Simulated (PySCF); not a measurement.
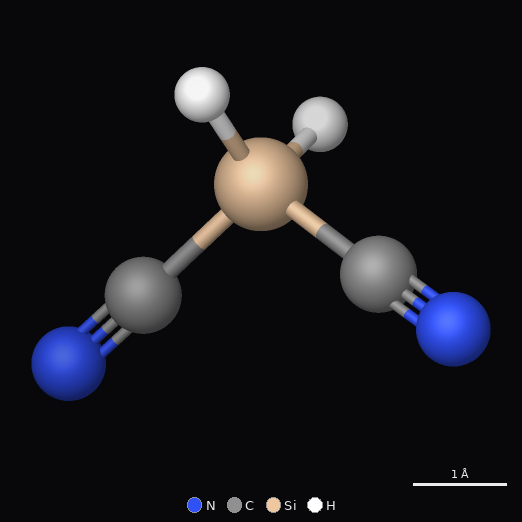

Ball-and-stick drawing of a structure. Multiple sticks mark multiple bonds (one Kekulé form).

The computed structure is the end point of a PBE0-D3(BJ)/def2-SVP optimisation. No frequency run is at hand to confirm it as a minimum.

**What is the molecular formula?**

C2H2N2Si, 7 atoms: 2 carbon, 2 hydrogen, 2 nitrogen and 1 silicon.

**How many bonds of each kind are drawn?**

2 C–N, 2 C–Si, 2 Si–H.

**What is its SMILES?**

N#C[SiH2]C#N

**Describe its rings.**

It has no ring.

**Name some functional groups or characteristic bonds that it holds.**

Among them: nitrile, Si–H bond.

The parts below concern this one geometry. Atoms keep their numbers from picture to picture.

**Geometry**

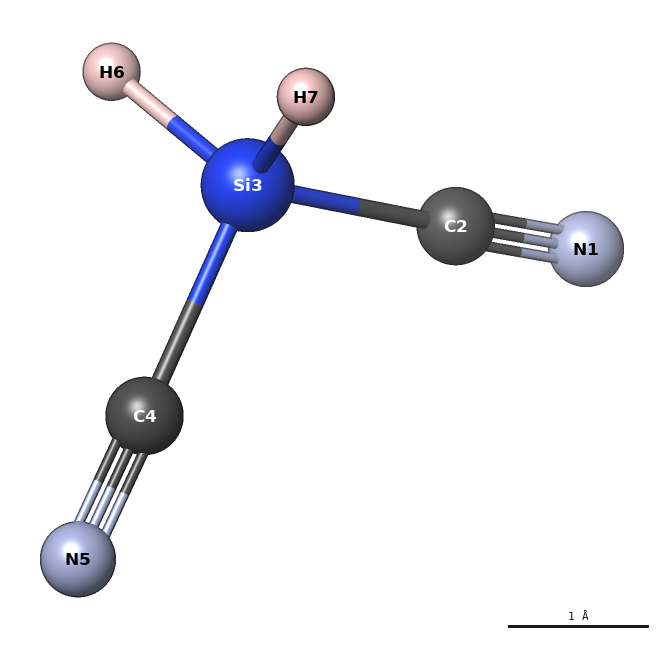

The atoms are numbered. No frequency run is at hand to confirm it as a minimum.

**Describe the coordination of atom 2.**

C2 has 2 neighbours (N1 at 1.16, Si3 at 1.85 Å); the arrangement is linear.

**How are the neighbours of atom 3 arranged?**

Si3 has 4 neighbours (C2 at 1.85, C4 at 1.85, H6 at 1.48, H7 at 1.48 Å); the arrangement is tetrahedral.

**NMR shielding**

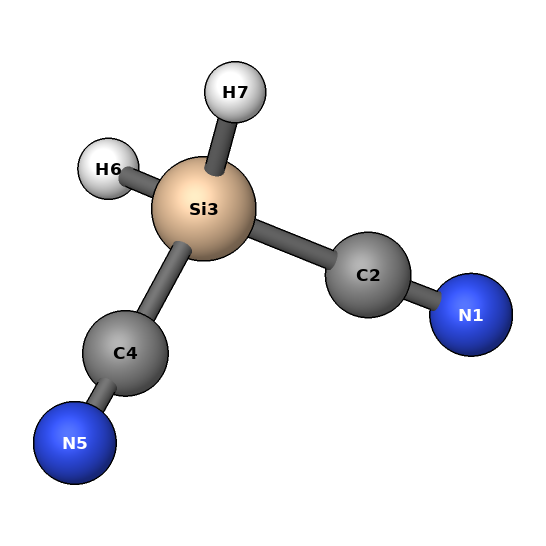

No frequency run is at hand to confirm it as a minimum. Level of theory: GIAO PBE0/pcSseg-1 NMR shielding, non-relativistic, gas phase (PySCF 2.14.0). Principal shieldings σ11 ≤ σ22 ≤ σ33, span Ω = σ33 − σ11, skew κ = 3(σiso − σ22)/Ω.

Give the shielding tensors of the Si atoms.

```
atom    σ11    σ22    σ33   σiso     Ω     κ
 Si3  443.2  444.4  467.4  451.7  24.3  0.90
```

Shieldings and span in ppm.

**Electronic properties**

No frequency run is at hand to confirm it as a minimum. Level of theory: CAM-B3LYP/def2-SVPD, gas phase (PySCF 2.14.0). Excitations: vertical, linear response.

Computed properties:

- dipole moment: 3.83 D
- HOMO energy (Kohn–Sham orbital): −11.72 eV
- LUMO energy (Kohn–Sham orbital): −0.51 eV
- HOMO–LUMO gap: 11.21 eV
- mean static polarisability: 54.4 bohr³
- lowest vertical singlet excitation: 6.84 eV
- its oscillator strength: 0.001

**Core levels**

No frequency run is at hand to confirm it as a minimum. Properties computed with delta-SCF UKS SCAN, pcX-2 on the ionised atom, pcseg-1 elsewhere, spin-free X2C (PySCF 2.14.0).

Give the core-electron binding energies (to vacuum; p and d levels without spin–orbit splitting) of N1 1s, C2 1s, Si3 1s, Si3 2p.

```tsv
atom	level	binding energy (eV)
N1	1s	406.2
C2	1s	292.6
Si3	1s	1849.3
Si3	2p	109.6
```
